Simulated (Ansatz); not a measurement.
System (SMILES): [CH]=C=O, doublet.
Atoms: C1, C2, H3, O4. Bonds: C1-C2, C1-H3, C2-O4.

Basis-set convergence of the optimised C1-C2 bond length at HF with Ansatz (an electronic-structure program). Cartesian d functions, on some or all atoms, in 6-31+G*; all else is spherical. The program fits the integrals of some runs and decomposes those of others, by size. Open shells are unrestricted. No added dispersion term, no relativity. Reference: the value in def2-QZVPPD, 1.2729 Å, itself unsure by roughly 0.0013 Å (its mean distance from pcseg-3, def2-QZVPP, cc-pVQZ). Deviations are taken from unrounded values.

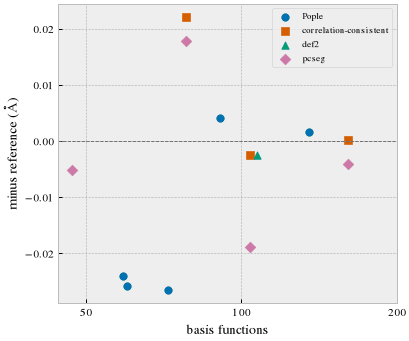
Figure: Deviation from the reference against the number of basis functions, by family of sets.

```
basis              functions  optimised C1-C2 bond length (Å)  minus reference (Å)
-----------------  ---------  -------------------------------  -------------------
pcseg-1                   47                           1.2677              -0.0052
6-31+G*                   59                           1.2487              -0.0241
6-311G**                  60                           1.2470              -0.0258
6-311+G**                 72                           1.2464              -0.0264
aug-cc-pVDZ               78                           1.2949               0.0221
aug-pcseg-1               78                           1.2907               0.0179
6-311++G(2d,2p)           91                           1.2769               0.0041
cc-pVTZ                  104                           1.2704              -0.0024
pcseg-2                  104                           1.2540              -0.0189
def2-TZVPP               107                           1.2704              -0.0024
6-311++G(3df,3pd)        135                           1.2745               0.0016
aug-cc-pVTZ              161                           1.2731               0.0002
aug-pcseg-2              161                           1.2687              -0.0042
```
